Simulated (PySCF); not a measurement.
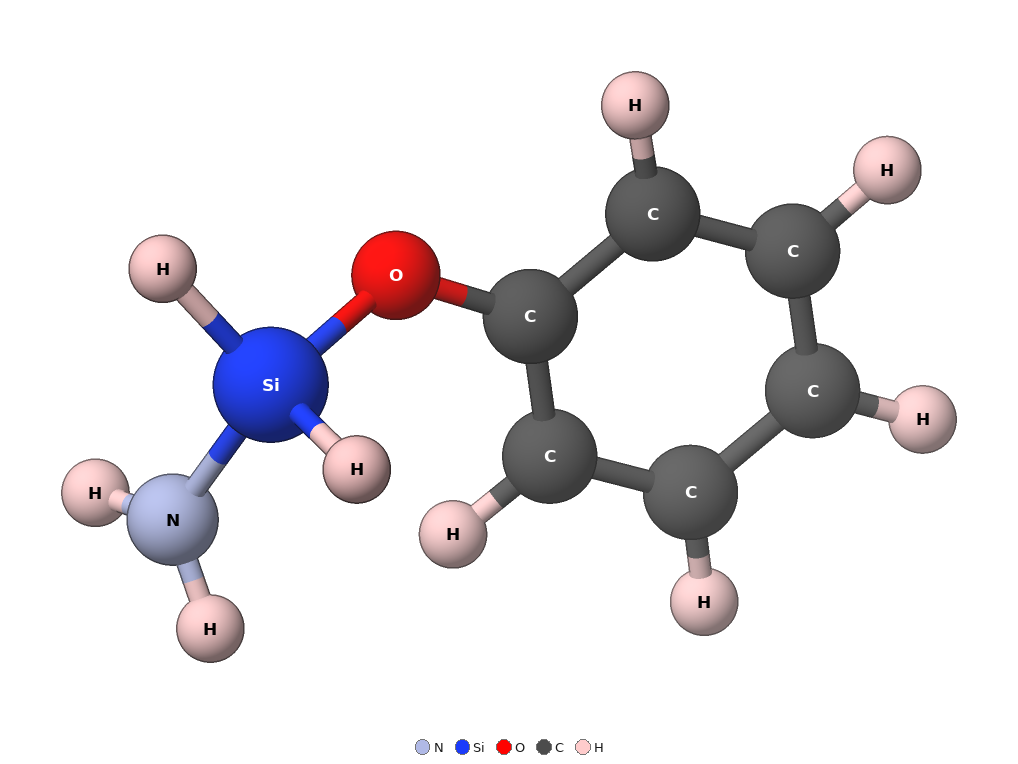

A ball-and-stick model of a molecule. Every bond is drawn as one stick, whatever its order.

The computed structure is the end point of a PBE0-D3(BJ)/def2-SVP optimisation. No frequency run is at hand to confirm it as a minimum.

Which formula does it have?

Answer. C6H9NOSi, 18 atoms: 6 carbon, 9 hydrogen, 1 nitrogen, 1 oxygen and 1 silicon.

Name functional groups in it.

Answer. Among them: Si–H bond, Si–O bond, Si–N bond.

Count the bonded pairs by element.

Answer. 6 C–C, 5 C–H, 2 N–H, 2 Si–H, 1 N–Si, 1 O–Si, 1 C–O.

More results for the same structure follow; atom numbers are the same in all pictures, views and colours differ.

**Geometry**

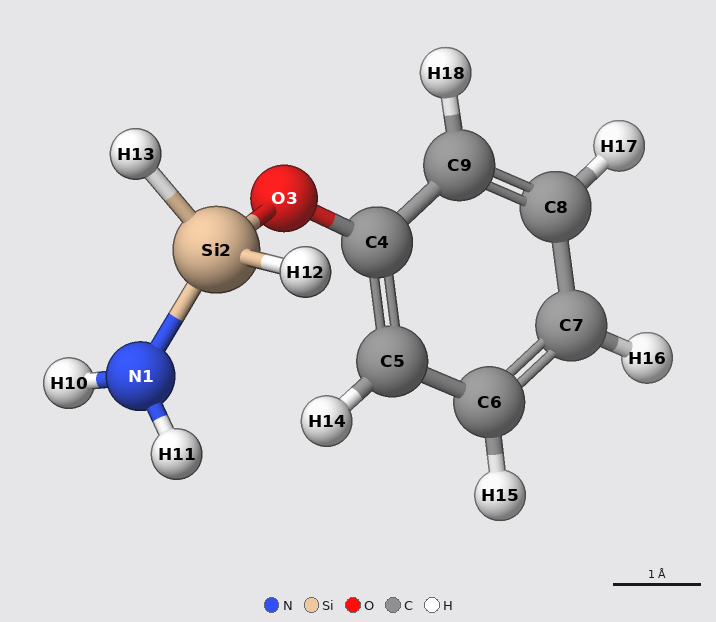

Numbered structure. No frequency run is at hand to confirm it as a minimum.

Give the bond lengths. Leave out bonds to hydrogen.

```json
{"bond": "N1–Si2", "length (Å)": "1.715", "order": "single"}
{"bond": "Si2–O3", "length (Å)": "1.686", "order": "single"}
{"bond": "O3–C4", "length (Å)": "1.352", "order": "single"}
{"bond": "C4–C5", "length (Å)": "1.400", "order": "aromatic"}
{"bond": "C4–C9", "length (Å)": "1.399", "order": "aromatic"}
{"bond": "C5–C6", "length (Å)": "1.394", "order": "aromatic"}
{"bond": "C6–C7", "length (Å)": "1.393", "order": "aromatic"}
{"bond": "C7–C8", "length (Å)": "1.396", "order": "aromatic"}
{"bond": "C8–C9", "length (Å)": "1.391", "order": "aromatic"}
```

**Excitation**

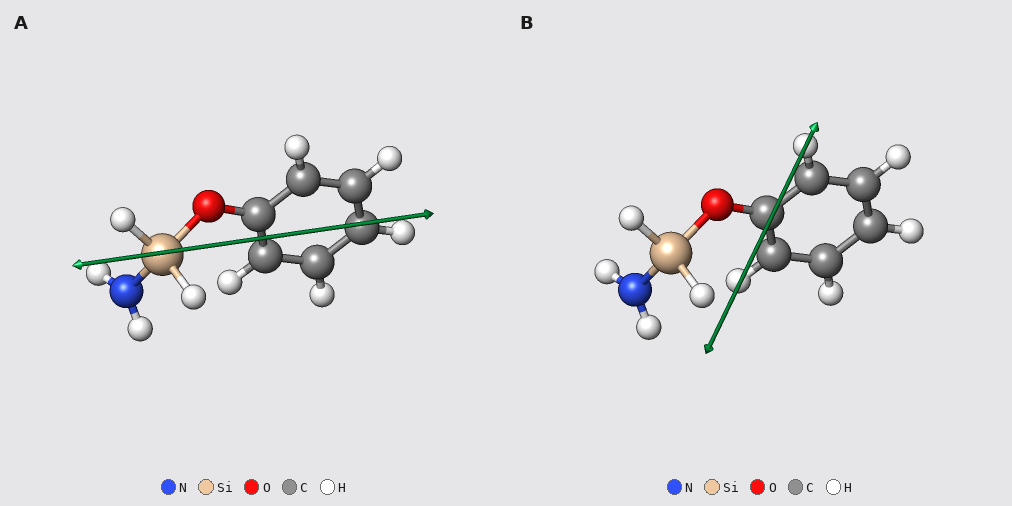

The double arrows show the directions of two transition dipoles from the ground state (lengths mean nothing). No frequency run is at hand to confirm it as a minimum. Level of theory: TDDFT CAM-B3LYP/def2-SVPD, vertical, IEF-PCM benzene (non-equilibrium linear response), core orbitals frozen in the response (PySCF 2.14.0).

One belongs to singlet state 1 and one to singlet state 2. Which is which?

Answer. A: state 2, 5.88 eV (211 nm), oscillator strength 0.12, mainly HOMO → LUMO+1 (weight 0.64).
B: state 1, 5.20 eV (238 nm), oscillator strength 0.038, mainly HOMO → LUMO (weight 0.77).

**Polarisability**

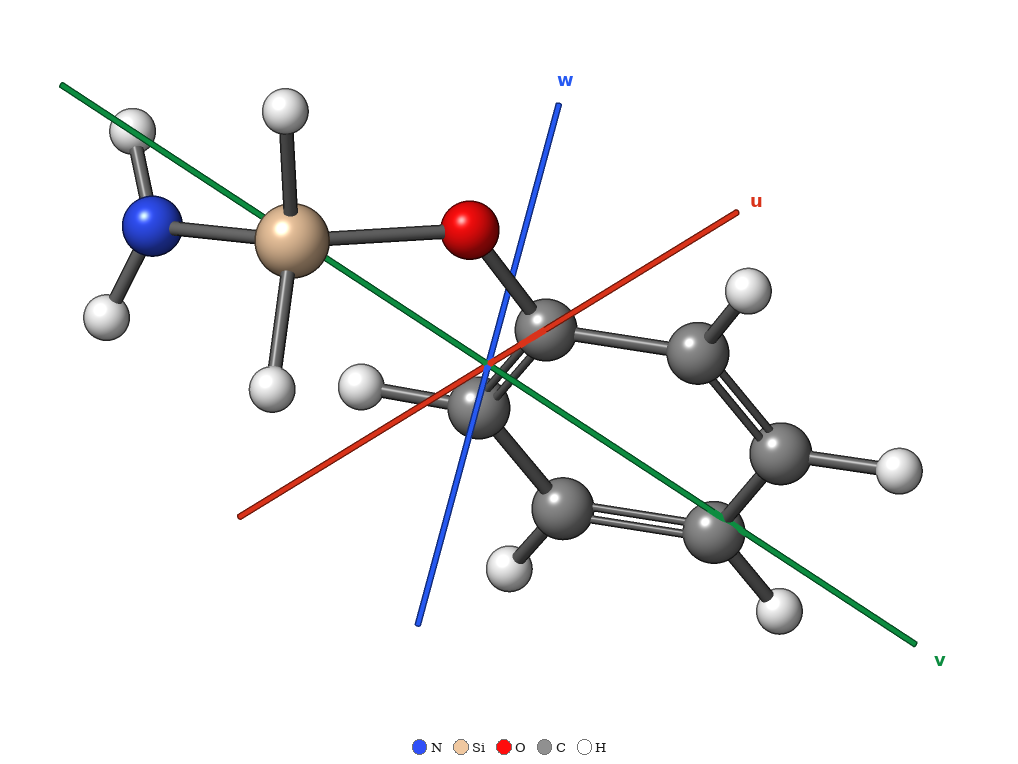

The lines u, v and w are the principal axes of the static dipole polarisability. No frequency run is at hand to confirm it as a minimum. Method: CAM-B3LYP/def2-SVPD (PySCF 2.14.0).

Along which axis is the molecule most polarisable, and along which least?

Answer. Most along v, least along w.

Give the three principal values.

Answer. u 109.2, v 136.2, w 72.1 bohr³; mean 105.8, anisotropy 55.8 bohr³.

**NMR shielding**

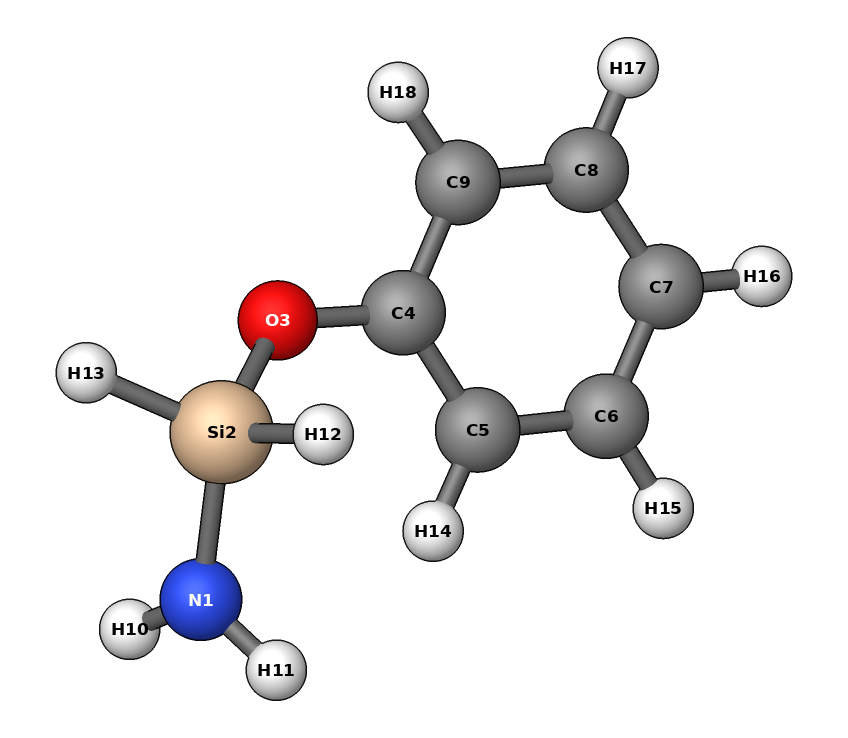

No frequency run is at hand to confirm it as a minimum. Level of theory: GIAO PBE0/pcSseg-1 NMR shielding, non-relativistic, IEF-PCM methanol (PySCF 2.14.0). Principal shieldings σ11 ≤ σ22 ≤ σ33, span Ω = σ33 − σ11, skew κ = 3(σiso − σ22)/Ω.

Give the shielding tensors of the O atoms.

| atom | σ11 | σ22 | σ33 | σiso | Ω | κ |
| --- | --- | --- | --- | --- | --- | --- |
| O3 | 149.8 | 164.3 | 248.8 | 187.7 | 99.0 | 0.71 |

Shieldings and span in ppm.

**Quadrupole coupling**

No frequency run is at hand to confirm it as a minimum. Electric field gradients from the ground-state density, PBE0/pcSseg-1 (PySCF 2.14.0), non-relativistic apart from any core potentials.

Give the largest field-gradient component, the quadrupole coupling constant and the asymmetry for 14N at N1 (Q = 20.44 mb), 17O at O3 (Q = −25.6 mb), 2H at H10 (Q = 2.86 mb), 2H at H11 (Q = 2.86 mb), 2H at H12 (Q = 2.86 mb), 2H at H13 (Q = 2.86 mb).

```
atom  V_zz (a.u.)  e²qQ/h (MHz)     η
  N1       −0.951         −4.57  0.32
  O3        1.625         −9.77  0.32
 H10        0.413         0.278  0.18
 H11        0.415         0.279  0.18
 H12        0.139         0.094  0.01
 H13        0.143         0.096  0.02
```
